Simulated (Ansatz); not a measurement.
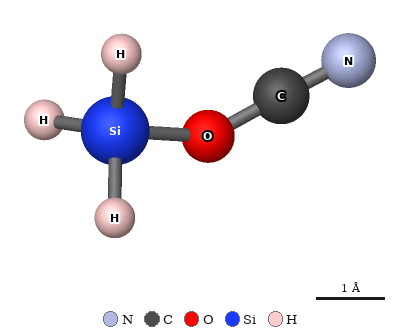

CH3NOSi, before the relaxation. The picture is a ball-and-stick view, seen at a tilt.

The run prepares an end point of a later path (hydrogen shift) calculation, from a guessed geometry.

Method: Ansatz 0.2.0, RKS PBE0-D4/def2-SVP.

Input file:
```yaml
crystal:
  periodic: [false, false, false]
  atoms:
    - { symbol: "N", position_ang: [2.14451, -1.38811, 1.22997] }
    - { symbol: C, position_ang: [1.14098, -1.02574, 0.81682] }
    - { symbol: O, position_ang: [0.02918, -0.65423, 0.38018] }
    - { symbol: Si, position_ang: [-0.69132, 0.56629, -0.46414] }
    - { symbol: H, position_ang: [-1.19495, -0.10962, -1.6527] }
    - { symbol: H, position_ang: [-1.72529, 1.01612, 0.4577] }
    - { symbol: H, position_ang: [0.29688, 1.59528, -0.76783] }
basis:
  gaussian: { orbitals: def2-SVP }
hamiltonian:
  xc: pbe0
  dispersion: d4
relax:
  f_tol: 0.02
  max_steps: 50
```

Launched with:
```bash
ansatz run input.yaml --threads 1 --pin off --max-ram 2048MiB --backend cpu --events-out ev --progress --plain --runs-dir out
```

> Where does the relaxation end?

The atom that moves furthest after the best rigid fit is O3 (0.56 Å). By element the largest moves are O 0.56 Å, N 0.49 Å, H 0.37 Å, Si 0.07 Å, C 0.03 Å. Some distances before and after: O3–Si4 1.650 → 1.719 Å, Si4–H5 1.457 → 1.486 Å, C2–O3 1.251 → 1.278 Å, Si4–H6 1.456 → 1.481 Å. Bond angles that change, for instance: C2–O3–Si4 141.9° → 126.2°, O3–Si4–H5 103.0° → 108.2°, H5–Si4–H6 114.5° → 112.4°. Groups turn about O3–Si4 by about 55°. Over 14 accepted moves (16 points after the start) the energy falls by 0.182 eV. Largest force component: 2 eV/Å at the start, 0.011 eV/Å at the end. The line search rejected the trial steps at points 7, 9 of the run. The forces were under the threshold at step 14, but the run went on from there. Cost: 41 s on 1 thread of Arm Neoverse V2, on a shared host, peak memory 0.16 GiB.

The structure at the end:

```xyz
7

N     2.1251   -1.5941    0.7898
C     1.1199   -1.0122    0.8141
O     0.0095   -0.3808    0.8659
Si   -0.6769    0.5685   -0.3915
H    -0.9017   -0.3126   -1.5672
H    -1.9441    1.0601    0.1971
H     0.2682    1.6710   -0.7082
```

The end point in the same view:

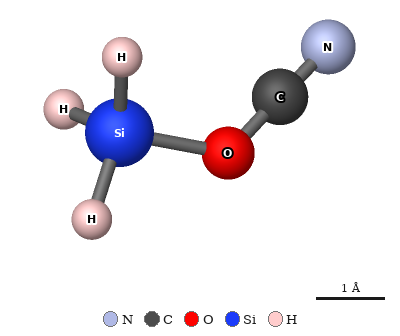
